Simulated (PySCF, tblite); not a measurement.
# C4H3O3S2−: a rotation path, then NMR shifts on frames, part 2 of 2

tblite 0.8.0 and PySCF 2.14.0. Atoms count from 0. Earlier steps stand in the parts before.

### 5 Nuclear shieldings: image 6, PBE0/pcSseg-1

What the job is given:

```
{"job": {"kind": "nmr", "xc": "PBE0", "basis": "pcSseg-1", "pop": false}, "charge": -1, "multiplicity": 1}
O      2.438900     1.158400     1.266200
S      2.190100     0.250400     0.154200
O      2.604000    -1.127400     0.384300
O      2.555400     0.778100    -1.155300
C      0.389600     0.144900     0.072700
C     -0.393800    -0.874500    -0.354000
C     -1.776700    -0.578900    -0.277100
C     -2.004600     0.671600     0.203300
S     -0.526500     1.494000     0.577100
H      0.025200    -1.799700    -0.704300
H     -2.552100    -1.271000    -0.561800
H     -2.948400     1.153400     0.368700
```

Level: GIAO PBE0/pcSseg-1 NMR shielding, non-relativistic, gas phase.

Log:

```text
coarse grid: 12712 points
cycle   1  E = -1175.1194595112  dE =  2.488e+00  |g| = 1.317e+00  |ddm| = 4.039e+00
cycle   2  E = -1174.5830627378  dE =  5.364e-01  |g| = 2.166e+00  |ddm| = 3.421e+00
cycle   3  E = -1175.4212500475  dE = -8.382e-01  |g| = 2.177e-01  |ddm| = 2.453e+00
cycle   4  E = -1175.4304062328  dE = -9.156e-03  |g| = 1.107e-01  |ddm| = 3.436e-01
cycle   5  E = -1175.4331754469  dE = -2.769e-03  |g| = 3.641e-02  |ddm| = 1.245e-01
cycle   6  E = -1175.4334921913  dE = -3.167e-04  |g| = 9.897e-03  |ddm| = 3.812e-02
cycle   7  E = -1175.4335162374  dE = -2.405e-05  |g| = 2.520e-03  |ddm| = 1.237e-02
cycle   8  E = -1175.4335175529  dE = -1.316e-06  |g| = 7.909e-04  |ddm| = 2.704e-03
final grid: 118064 points
cycle   9  E = -1175.5229137009  dE = -1.484e-05  |g| = 1.258e-02  |ddm| = 3.032e-02
cycle  10  E = -1175.5228592077  dE =  5.449e-05  |g| = 1.962e-02  |ddm| = 3.347e-02
cycle  11  E = -1175.5229468977  dE = -8.769e-05  |g| = 1.982e-03  |ddm| = 2.280e-02
cycle  12  E = -1175.5229477511  dE = -8.534e-07  |g| = 5.933e-04  |ddm| = 2.645e-03
cycle  13  E = -1175.5229478320  dE = -8.091e-08  |g| = 1.408e-04  |ddm| = 6.660e-04
cycle  14  E = -1175.5229478360  dE = -3.990e-09  |g| = 4.386e-05  |ddm| = 1.529e-04
cycle  15  E = -1175.5229478364  dE = -3.690e-10  |g| = 1.999e-05  |ddm| = 5.744e-05
converged SCF energy = -1175.5229478364

GIAO shielding tensors (ppm)
atom      isotropic    diamagn.    paramagn.     s11        s22        s33       span
  0 O       97.880     401.499    -303.619     35.071     97.259    161.309    126.237
  1 S      199.482    1047.926    -848.444     49.612    266.482    282.352    232.740
  2 O      103.728     402.942    -299.214     49.631     98.203    163.350    113.718
  3 O       76.427     400.545    -324.117     54.388     67.363    107.531     53.144
  4 C       11.614     272.323    -260.709    -55.186    -11.196    101.223    156.409
  5 C       62.920     250.918    -187.997     -9.364     47.915    150.210    159.574
  6 C       59.622     255.432    -195.810    -23.660     52.947    149.578    173.237
  7 C       59.753     262.325    -202.572    -31.183     69.194    141.247    172.430
  8 S      280.658    1058.858    -778.201    143.005    288.838    410.130    267.125
  9 H       24.637      33.906      -9.269     21.208     24.826     27.875      6.667
 10 H       25.097      32.170      -7.072     22.336     24.864     28.092      5.755
 11 H       25.298      32.570      -7.272     22.667     25.397     27.829      5.162
```

It took 22 s on 1 thread of Arm Neoverse V1, shared host; peak memory 0.84 GiB.

Key values: δ C4 175.3, C6 127.3, C7 127.2, C5 124.0, H9 7.08, H10 6.62 ppm.

### 6 NMR shieldings: image 7, PBE0/pcSseg-1

What the job is given:

```
{"job": {"kind": "nmr", "xc": "PBE0", "basis": "pcSseg-1", "pop": false}, "charge": -1, "multiplicity": 1}
O      2.448300     0.957500     1.391900
S      2.191400     0.254400     0.141800
O      2.617400    -1.138600     0.125700
O      2.536600     1.004500    -1.059900
C      0.389900     0.148700     0.062800
C     -0.396300    -0.901400    -0.275000
C     -1.778600    -0.594700    -0.232700
C     -2.003600     0.694400     0.132800
S     -0.524100     1.540700     0.439500
H      0.021500    -1.854800    -0.541400
H     -2.556000    -1.305300    -0.460600
H     -2.945400     1.194100     0.249100
```

Level: GIAO PBE0/pcSseg-1 NMR shielding, non-relativistic, gas phase.

Log:

```text
coarse grid: 12712 points
cycle   1  E = -1175.1200790018  dE =  2.486e+00  |g| = 1.317e+00  |ddm| = 4.040e+00
cycle   2  E = -1174.5849517723  dE =  5.351e-01  |g| = 2.165e+00  |ddm| = 3.353e+00
cycle   3  E = -1175.4216244134  dE = -8.367e-01  |g| = 2.170e-01  |ddm| = 2.393e+00
cycle   4  E = -1175.4307015987  dE = -9.077e-03  |g| = 1.114e-01  |ddm| = 3.484e-01
cycle   5  E = -1175.4335774997  dE = -2.876e-03  |g| = 3.663e-02  |ddm| = 1.280e-01
cycle   6  E = -1175.4339025237  dE = -3.250e-04  |g| = 9.868e-03  |ddm| = 3.834e-02
cycle   7  E = -1175.4339262623  dE = -2.374e-05  |g| = 2.490e-03  |ddm| = 1.195e-02
cycle   8  E = -1175.4339275872  dE = -1.325e-06  |g| = 6.699e-04  |ddm| = 2.571e-03
final grid: 118064 points
cycle   9  E = -1175.5230221827  dE = -1.719e-05  |g| = 1.255e-02  |ddm| = 3.208e-02
cycle  10  E = -1175.5229691327  dE =  5.305e-05  |g| = 1.942e-02  |ddm| = 3.255e-02
cycle  11  E = -1175.5230550524  dE = -8.592e-05  |g| = 1.988e-03  |ddm| = 2.209e-02
cycle  12  E = -1175.5230559171  dE = -8.647e-07  |g| = 5.939e-04  |ddm| = 2.653e-03
cycle  13  E = -1175.5230559966  dE = -7.954e-08  |g| = 1.403e-04  |ddm| = 6.700e-04
cycle  14  E = -1175.5230560005  dE = -3.909e-09  |g| = 4.281e-05  |ddm| = 1.469e-04
cycle  15  E = -1175.5230560008  dE = -3.404e-10  |g| = 1.974e-05  |ddm| = 5.554e-05
converged SCF energy = -1175.5230560008

GIAO shielding tensors (ppm)
atom      isotropic    diamagn.    paramagn.     s11        s22        s33       span
  0 O       88.547     401.095    -312.548     34.168     91.323    140.150    105.982
  1 S      199.693    1047.927    -848.233     49.680    266.975    282.425    232.744
  2 O      111.877     403.241    -291.364     58.350    101.306    175.975    117.625
  3 O       75.406     400.484    -325.078     48.235     70.040    107.943     59.708
  4 C       12.048     272.543    -260.495    -53.534    -13.466    103.144    156.679
  5 C       62.935     250.709    -187.774     -7.456     48.361    147.901    155.357
  6 C       60.697     255.468    -194.771    -22.633     53.848    150.877    173.511
  7 C       58.442     262.199    -203.757    -33.606     69.068    139.864    173.470
  8 S      281.991    1058.822    -776.832    143.091    289.020    413.861    270.771
  9 H       24.636      34.080      -9.443     21.095     25.022     27.792      6.697
 10 H       25.161      32.179      -7.018     22.419     24.870     28.195      5.776
 11 H       25.202      32.524      -7.323     22.573     25.361     27.671      5.097
```

It took 23 s on 1 thread of Arm Neoverse V1, shared host; peak memory 0.84 GiB.

This run: δ C4 174.9, C7 128.5, C6 126.2, C5 124.0, H9 7.08, H10 6.56 ppm.

### 7 Shielding tensors: image 8, PBE0/pcSseg-1

What the job is given:

```
{"job": {"kind": "nmr", "xc": "PBE0", "basis": "pcSseg-1", "pop": false}, "charge": -1, "multiplicity": 1}
O      2.443900     0.733400     1.480600
S      2.192400     0.258400     0.126100
O      2.634300    -1.105500    -0.132200
O      2.523900     1.214500    -0.922800
C      0.392700     0.149100     0.043200
C     -0.398900    -0.923500    -0.196300
C     -1.779500    -0.607200    -0.185500
C     -1.999800     0.709700     0.065400
S     -0.515600     1.573800     0.288900
H      0.009700    -1.902100    -0.370000
H     -2.563600    -1.326600    -0.356400
H     -2.938200     1.225300     0.132900
```

With the program's defaults for keys left out, this is: GIAO PBE0/pcSseg-1 NMR shielding, non-relativistic, gas phase.

Log:

```text
coarse grid: 12712 points
cycle   1  E = -1175.1196409574  dE =  2.489e+00  |g| = 1.317e+00  |ddm| = 4.043e+00
cycle   2  E = -1174.5825728603  dE =  5.371e-01  |g| = 2.167e+00  |ddm| = 3.322e+00
cycle   3  E = -1175.4208829993  dE = -8.383e-01  |g| = 2.188e-01  |ddm| = 2.367e+00
cycle   4  E = -1175.4301108314  dE = -9.228e-03  |g| = 1.119e-01  |ddm| = 3.521e-01
cycle   5  E = -1175.4330173929  dE = -2.907e-03  |g| = 3.703e-02  |ddm| = 1.304e-01
cycle   6  E = -1175.4333510366  dE = -3.336e-04  |g| = 9.901e-03  |ddm| = 3.899e-02
cycle   7  E = -1175.4333749020  dE = -2.387e-05  |g| = 2.496e-03  |ddm| = 1.191e-02
cycle   8  E = -1175.4333762727  dE = -1.371e-06  |g| = 6.056e-04  |ddm| = 2.596e-03
final grid: 118064 points
cycle   9  E = -1175.5229842408  dE = -1.890e-05  |g| = 1.230e-02  |ddm| = 3.455e-02
cycle  10  E = -1175.5229334604  dE =  5.078e-05  |g| = 1.898e-02  |ddm| = 3.170e-02
cycle  11  E = -1175.5230160330  dE = -8.257e-05  |g| = 1.879e-03  |ddm| = 2.147e-02
cycle  12  E = -1175.5230168163  dE = -7.832e-07  |g| = 5.810e-04  |ddm| = 2.532e-03
cycle  13  E = -1175.5230168938  dE = -7.754e-08  |g| = 1.423e-04  |ddm| = 6.641e-04
cycle  14  E = -1175.5230168979  dE = -4.083e-09  |g| = 4.408e-05  |ddm| = 1.477e-04
cycle  15  E = -1175.5230168983  dE = -3.745e-10  |g| = 1.956e-05  |ddm| = 5.618e-05
converged SCF energy = -1175.5230168983

GIAO shielding tensors (ppm)
atom      isotropic    diamagn.    paramagn.     s11        s22        s33       span
  0 O       79.778     400.731    -320.953     38.553     83.438    117.344     78.792
  1 S      200.131    1047.942    -847.811     49.811    267.378    283.205    233.394
  2 O      115.403     403.276    -287.873     62.852    102.658    180.698    117.846
  3 O       79.291     400.755    -321.463     37.076     83.345    117.454     80.378
  4 C       12.298     272.703    -260.405    -52.353    -14.606    103.854    156.207
  5 C       63.367     250.490    -187.123     -5.861     48.750    147.211    153.072
  6 C       61.171     255.449    -194.277    -22.234     54.549    151.198    173.432
  7 C       57.706     262.216    -204.510    -35.213     68.963    139.368    174.581
  8 S      281.004    1058.824    -777.821    141.878    288.321    412.812    270.934
  9 H       24.667      34.120      -9.454     21.100     25.160     27.740      6.640
 10 H       25.194      32.175      -6.981     22.450     24.843     28.289      5.839
 11 H       25.146      32.519      -7.372     22.544     25.316     27.579      5.035
```

Run time: 23 s. Hardware: 1 thread of Arm Neoverse V1, shared host; peak memory 0.9 GiB.

In short: δ C4 174.6, C7 129.2, C6 125.8, C5 123.6, H9 7.05, H11 6.57 ppm.

### 8 Comparing the runs: NMR shifts

Shifts (ppm) of some atoms, chosen among heavy atoms and hydrogens apart, with basis size and wall time:

```
  frame     C7     C6   H11   H10     O0     O2     O3  functions  time
image 0  129.2  125.8  6.57  6.53  256.5  256.5  220.6        182  23 s
image 3  125.9  128.3  6.33  6.69  230.3  257.1  240.1        182  23 s
image 6  127.2  127.3  6.42  6.62  238.2  232.4  259.7        182  22 s
image 7  128.5  126.2  6.52  6.56  247.5  224.2  260.7        182  23 s
image 8  129.2  125.8  6.57  6.52  256.3  220.7  256.8        182  23 s
```

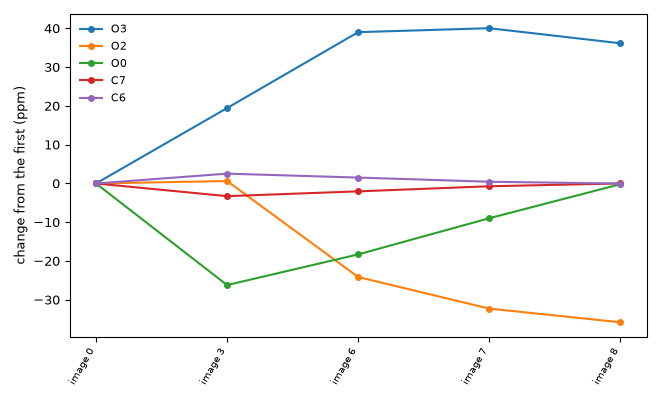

How five of the tabulated atoms move from run to run.

### 9 Summary of results

This closing draws on all 2 parts.

| quantity | value |
| --- | --- |
| barrier | 0.002 eV (0.0 kcal/mol) at image 6 |
| end to end (GFN2-xTB) | 0.000 eV |
| ¹³C shifts against TMS (PBE0/pcSseg-1, image 0) | 174.6, 129.2, 125.8, 123.6 ppm |
| ¹H shifts against TMS (PBE0/pcSseg-1, image 0) | 7.05, 6.57, 6.53 ppm |
| ¹⁷O shifts against H2O (PBE0/pcSseg-1, image 0) | 256.5, 256.5, 220.6 ppm |
| ³³S shifts against CS2 (PBE0/pcSseg-1, image 0) | 304, 223 ppm |
| range of the shift of O3 | 220.6 to 260.7 ppm |

**Reading.** Along the band the dihedral turns by 120°, and the top (dihedral 89°) lies 0.0 kcal/mol above the start (GFN2-xTB, rough), so at room temperature this motion is fast. The top was not checked by a frequency run. Shifts at one fixed geometry are not the observed spectrum, which averages over the motion. In the first frame run (image 0): Shielding is most anisotropic at S8 (span 271 ppm, paramagnetic term -778 ppm). NICS(1)zz of -25 ppm above the planar ring from C4 marks a diatropic (aromatic) ring current. In ppm, O3 moves most: its shift spreads over 40.0 ppm, from 220.6 (image 0) to 260.7 (image 7).
